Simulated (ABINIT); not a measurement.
# ZrSe3 (P2_1/m): G0W0 with ABINIT, start to end, part 2 of 2

How does a plane-wave GW calculation on ZrSe3 (P2_1/m) run from the first input to the gap?

ABINIT 10.8.3; LDA and many-body steps on it, plane waves. Known limits of the many-body steps: not at the basis limit; no spin-orbit coupling; coarse k mesh.

So far. Step 2 (Ground state): The gap is indirect, with the least direct gap 0.27 eV higher. Step 3 (Empty states on the mesh, 2×4×1 mesh, 229 bands): On this mesh the gap is 0.292 eV.

**4. Screening, 2×4×1 mesh, 209 bands, screening to 106.1 eV**

The RPA dielectric matrix is built and inverted for each q.

This step: RPA screening on LDA, plane waves, norm-conserving pseudopotentials.

run.abi

```
acell 3*1.0 Angstrom
rprim 
  5.410900000000 -0.000000000000 -0.000000000000
  -0.000000000000 3.748800000000 0.000000000000
  -1.229420909100 0.000000000000 9.363634990100
ntypat 2
znucl 40 34
natom 8
typat 1 1 2 2 2 2 2 2
xred 
  0.285000000000 0.250000000000 0.656000000000
  0.715000000000 0.750000000000 0.344000000000
  0.762000000000 0.250000000000 0.554000000000
  0.238000000000 0.750000000000 0.446000000000
  0.456000000000 0.250000000000 0.174000000000
  0.544000000000 0.750000000000 0.826000000000
  0.888000000000 0.250000000000 0.169000000000
  0.112000000000 0.750000000000 0.831000000000
pp_dirpath "pseudos"
pseudos "Zr.upf, Se.upf"
ecut 48
ngkpt 2 4 1
nshiftk 1
shiftk 0 0 0
kptopt 1
chksymbreak 0
istwfk *1
occopt 1
irdwfk 1
optdriver 3
nband 209
ecuteps 3.9
inclvkb 2
awtr 1
symchi 1
indata_prefix "in"
outdata_prefix "out"
tmpdata_prefix "tmp"
```

The run is started by

```sh
> OMP_NUM_THREADS=1 mpirun -n 16 abinit run.abi > log
```

Numbers of over 12 decimals in the logs are rounded to 6 here.

Log:

```text
.Version 10.8.3 of ABINIT. v10.8.2 released Aug 2026.

 Symmetries : space group P2_1/m (# 11); Bravais mP (primitive monocl.)
[... echo of the input left out ...]
== DATASET  1 ==================================================================
-   mpi_nproc: 16, omp_nthreads: 1 (-1 if OMP is not activated)

--- !DatasetInfo
iteration_state: {dtset: 1, }
dimensions: {natom: 8, nkpt: 6, mband: 209, nsppol: 1, nspinor: 1, nspden: 1, mpw: 20400, }
cutoff_energies: {ecut:  48.0, pawecutdg:  -1.0, }
electrons: {nelect:   1.68000000E+02, charge:   0.00000000E+00, occopt:   1.00000000E+00, tsmear:   1.00000000E-02, }

 SCREENING: Calculation of the susceptibility and dielectric matrices

 Based on a program developped by R.W. Godby, V. Olevano, G. Onida, and L. Reining.
 Incorporated in ABINIT by V. Olevano, G.-M. Rignanese, and M. Torrent.
.Using double precision arithmetic ; gwpc =  8

[... cell and pseudopotentials left out ...]
--------------------------------------------------------------------------------

 ==== K-mesh for the wavefunctions ====
 Number of points in the irreducible wedge :     6
[... list of points left out ...]
 Together with  4 symmetry operations and time-reversal symmetry
 yields     8 points in the full Brillouin Zone.

 ==== Q-mesh for the screening function ====
 Number of points in the irreducible wedge :     6
[... list of points left out ...]
 Together with  4 symmetry operations and time-reversal symmetry
 yields     8 points in the full Brillouin Zone.

 setmesh: FFT mesh size selected  =    45x   30x   72
          total number of points  =        97200

 vcoul_init : cutoff-mode = AUXILIARY_FUNCTION
 q-points for optical limit:   1
     1)      0.000010    0.000020    0.000030

- screening: taking advantage of time-reversal symmetry
- Maximum band index for partially occupied states nbvw = 84
- Remaining bands to be divided among processors   nbcw = 125
- Number of bands treated by each node ~7

 Number of electrons calculated from density =  168.0000; Expected =  168.0000
 average of density, n =  0.131071
 r_s =    1.2212
 omega_plasma =   34.9228 [eV]

 calculating chi0 at frequencies [eV] :
  1    0.000000E+00    0.000000E+00
  2    0.000000E+00    3.492278E+01

--------------------------------------------------------------------------------
  q-point number  1        q = ( 0.000000, 0.000000, 0.000000) [r.l.u.]
--------------------------------------------------------------------------------
[... chi0 elements left out ...]
 For q-point:  0.000010 0.000020 0.000030
  dielectric constant =  17.0519
  dielectric constant without local fields =  19.7442

  Average fulfillment of the sum rule on Im[epsilon] for q-point    1 :     30.20  [%]
[... wings left out ...]
  q-point number  2        q = ( 0.500000, 0.000000, 0.000000) [r.l.u.]
--------------------------------------------------------------------------------
[... chi0 elements left out ...]
  Average fulfillment of the sum rule on Im[epsilon] for q-point    2 :     31.82  [%]

 [... 4 further q-points ...]
```

It took 5.2 min on 16 MPI ranks of Arm Neoverse N1, shared host; peak memory 20 GiB.

This step gave:

- ε∞ with local fields, on this mesh, along the program's q direction: 17.05
- the same without local fields: 19.74
- plasma frequency: 34.92 eV
- plane waves in the screening matrix: 481

Local fields lower ε∞ by 14 %. On a Γ-centred mesh this coarse the value itself is usually too large, while a short band sum pulls it down.

**5. Self-energy, 2×4×1 mesh, 209 bands, screening to 106.1 eV**

The self-energy is evaluated for the states that the input lists, and the levels follow from it, in one-shot runs by the linearised quasiparticle equation.

This step: G0W0 on LDA, plane waves, norm-conserving pseudopotentials.

Changes to run.abi since step 4:

```diff
@@ -29,8 +29,17 @@
 irdwfk 1
-optdriver 3
+optdriver 4
 nband 209
+gwcalctyp 0
+ecutsigx 48
+symsigma 1
+nkptgw 2
+kptgw 
+  0.0000000000 0.0000000000 0.0000000000
+  0.5000000000 0.0000000000 0.0000000000
+bdgw 
+  83 86
+  83 86
 ecuteps 3.9
-inclvkb 2
-awtr 1
-symchi 1
+irdscr 1
+ppmodel 1
 indata_prefix "in"
```

Log:

```text
.Version 10.8.3 of ABINIT. v10.8.2 released Aug 2026.

 Symmetries : space group P2_1/m (# 11); Bravais mP (primitive monocl.)
[... echo of the input left out ...]
== DATASET  1 ==================================================================
-   mpi_nproc: 16, omp_nthreads: 1 (-1 if OMP is not activated)

--- !DatasetInfo
iteration_state: {dtset: 1, }
dimensions: {natom: 8, nkpt: 6, mband: 209, nsppol: 1, nspinor: 1, nspden: 1, mpw: 20400, }
cutoff_energies: {ecut:  48.0, pawecutdg:  -1.0, }
electrons: {nelect:   1.68000000E+02, charge:   0.00000000E+00, occopt:   1.00000000E+00, tsmear:   1.00000000E-02, }

 SIGMA: Calculation of the GW corrections

 Based on a program developped by R.W. Godby, V. Olevano, G. Onida, and L. Reining.
 Incorporated in ABINIT by V. Olevano, G.-M. Rignanese, and M. Torrent.
.Using double precision arithmetic ; gwpc =  8

[... cell and pseudopotentials left out ...]
--------------------------------------------------------------------------------

 ==== K-mesh for the wavefunctions ====
 Number of points in the irreducible wedge :     6
[... list of points left out ...]
 Together with  4 symmetry operations and time-reversal symmetry
 yields     8 points in the full Brillouin Zone.

 ==== Q-mesh for screening function ====
 Number of points in the irreducible wedge :     6
[... list of points left out ...]
 Together with  4 symmetry operations and time-reversal symmetry
 yields     8 points in the full Brillouin Zone.

 vcoul_init : cutoff-mode = AUXILIARY_FUNCTION
 q-points for optical limit:   1
     1)      0.000010    0.000020    0.000030
 setmesh: FFT mesh size selected  =    72x   48x  120
          total number of points  =       414720

 Number of electrons calculated from density =  168.0000; Expected =  168.0000
 average of density, n =  0.131071
 r_s =    1.2212
 omega_plasma =   34.9228 [eV]

 === KS Band Gaps ===
  >>>> For spin  1
   Minimum direct gap =   0.5953 [eV], located at k-point      :   0.5000  0.0000  0.0000
   Fundamental gap    =   0.2918 [eV], Top of valence bands at :   0.0000  0.0000  0.0000
                                       Bottom of conduction at :   0.5000  0.0000  0.0000
 SIGMA fundamental parameters:
 PLASMON POLE MODEL  1
 number of plane-waves for SigmaX                20343
 number of plane-waves for SigmaC and W            481
 number of plane-waves for wavefunctions         20343
 number of bands                                   209
 number of independent spin polarizations            1
 number of spinorial components                      1
 number of k-points in IBZ                           6
 number of q-points in IBZ                           6
 number of symmetry operations                       4
 number of k-points in BZ                            8
 number of q-points in BZ                            8
 number of frequencies for dSigma/dE                 9
 frequency step for dSigma/dE [eV]                0.25
 number of omega for Sigma on real axis              0
 max omega for Sigma on real axis  [eV]           0.00
 zcut for avoiding poles [eV]                     0.10

 EPSILON^-1 parameters (SCR file):
 dimension of the eps^-1 matrix on file            481
 dimension of the eps^-1 matrix used               481
 number of plane-waves for wavefunctions         20343
 number of bands                                   209
 number of q-points in IBZ                           6
 number of frequencies                               2
 number of real frequencies                          1
 number of imag frequencies                          1

 matrix elements of self-energy operator (all in [eV])

 Perturbative Calculation

--- !SelfEnergy_ee
iteration_state: {dtset: 1, }
kpoint     : [   0.000,    0.000,    0.000, ]
spin       : 1
KS_gap     :    0.626
QP_gap     :    1.025
Delta_QP_KS:    0.399
data: !SigmaeeData |
     Band     E0 <VxcDFT>   SigX SigC(E0)      Z dSigC/dE  Sig(E)    E-E0       E
       83   6.127 -15.080 -16.276   1.865   0.794  -0.259 -14.549   0.531   6.658
       84   6.253 -15.341 -16.921   2.244   0.795  -0.258 -14.814   0.527   6.780
       85   6.879 -13.260  -8.379  -3.719   0.797  -0.254 -12.334   0.926   7.805
       86   7.247 -13.681  -8.102  -4.265   0.793  -0.261 -12.639   1.042   8.289

--- !SelfEnergy_ee
iteration_state: {dtset: 1, }
kpoint     : [   0.500,    0.000,    0.000, ]
spin       : 1
KS_gap     :    0.595
QP_gap     :    1.171
Delta_QP_KS:    0.575
data: !SigmaeeData |
     Band     E0 <VxcDFT>   SigX SigC(E0)      Z dSigC/dE  Sig(E)    E-E0       E
       83   5.878 -15.025 -16.693   2.220   0.794  -0.260 -14.587   0.437   6.315
       84   5.949 -15.079 -16.666   2.150   0.794  -0.260 -14.632   0.447   6.397
       85   6.545 -14.133 -10.081  -2.762   0.793  -0.261 -13.110   1.023   7.567
       86   6.885 -14.406 -10.124  -2.896   0.792  -0.262 -13.307   1.098   7.983

== END DATASET(S) ==============================================================
================================================================================

 -outvars: echo values of variables after computation  --------
           etotal      0.0000000000E+00
            nband         209
             nkpt           6
          spgroup          11
 [... the other variables as echoed above ...]

 Calculation completed.
```

Run time: 29 s. Hardware: 16 MPI ranks; peak memory 7.2 GiB; 7.6 min of CPU time.

This step gave:

| Property | Result |
| --- | --- |
| G0W0 gap on the points computed | 0.7870 eV |
| starting gap on the mesh | 0.2917 eV |
| k of the valence top | 0, 0, 0 |
| k of the conduction bottom | 0.5, 0, 0 |
| Z at the valence top | 0.795 |
| Z at the conduction bottom | 0.793 |
| least direct G0W0 gap on the computed points | 1.025 eV |

The gap on the mesh goes from 0.29 eV to 0.79 eV, a correction of +0.50 eV.

Limits: finite bands, cutoff and mesh; no spin-orbit coupling; coarse k mesh. v1 is the top filled band, c1 the lowest empty one. Levels before and after the correction, in eV, zero at the valence-band top of each column:

```csv
,conduction bottom,valence top
Kohn-Sham,0.29,0.00
G0W0,0.79,0.00
```

```csv
,level,energy (eV)
Kohn-Sham,Γ v2,-0.126
Kohn-Sham,Γ v1,0.000
Kohn-Sham,Γ c1,0.626
Kohn-Sham,Γ c2,0.994
Kohn-Sham,(0.5 0 0) v2,-0.375
Kohn-Sham,(0.5 0 0) v1,-0.303
Kohn-Sham,(0.5 0 0) c1,0.292
Kohn-Sham,(0.5 0 0) c2,0.632
G0W0,Γ v2,-0.122
G0W0,Γ v1,0.000
G0W0,Γ c1,1.025
G0W0,Γ c2,1.509
G0W0,(0.5 0 0) v2,-0.465
G0W0,(0.5 0 0) v1,-0.383
G0W0,(0.5 0 0) c1,0.787
G0W0,(0.5 0 0) c2,1.203
```

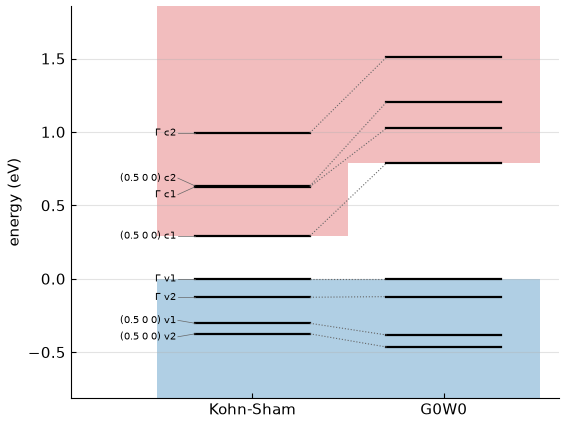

Levels before and after the correction. Shaded: valence and conduction bands.

**6. Where the time went**

Times are wall times on the hardware named with each run, good to a factor of about two.

```csv
step,time,share,memory (GiB)
ground state,7.6 min,44 %,2.8
empty states on the mesh,3.9 min,23 %,1.1
screening,5.2 min,30 %,20
self-energy,29 s,3 %,7.2
```

**7. Summary of results**

| Item | Value |
| --- | --- |
| LDA gap | 0.29 eV, indirect |
| G0W0 gap on the mesh | 0.79 eV |
| GW settings | 2×4×1 mesh, 209 bands, screening to 106.1 eV, Godby-Needs plasmon pole |
| known limits | not at the basis limit; no spin-orbit coupling; coarse k mesh |

G0W0 moves the gap on the mesh from 0.29 eV to 0.79 eV (+0.50 eV), with Z of 0.80 and 0.79 at the edges. Local fields lower the RPA ε∞ on this mesh from 19.74 to 17.05; a Γ-centred mesh this coarse tends to raise both, most where the direct gap is narrow, while a short band sum lowers them. Only 2 of the mesh's irreducible points were corrected, so a valley elsewhere could overtake. Bands and cutoff are finite, so the gap is not at the basis limit. The miss can reach some tenths of an eV and take either sign; the mesh is an error of its own. In the G0W0 run levels were corrected at 2 k points alone, so a gap called «on the mesh» is the least over those, and an edge elsewhere would be missed. The 2×4×1 mesh is coarse for this cell, which bears on the long-range parts of exchange and screening. The many-body steps are scalar-relativistic: spin-orbit coupling is not in them.

[Paths, hosts, dates, memory and timing lines, banners, echoed tables and standing remarks are left out of the program output.]

[Logs are printed without paths, hosts, clocks, repeated set-up lines and the standing remarks that a program may print on its own settings, such as how far it seeks lower states.]

[Runs of the session that timed out or met a known fault of the program may be left out.]

[Hosts, paths, dates, database ids (printed as entryN), source tags and the programs' standing remarks are cut or masked in the printed files.]

[G0W0 gaps are taken among the corrected bands and points alone; a level outside them can change the order at an edge.]

[Where Ansatz stands beside ABINIT at settings called matched, ABINIT's density can come from a denser mesh and the files from another edition; pairs whose starting gaps differed by over 0.03 eV were left out, so agreement reads better than it is.]
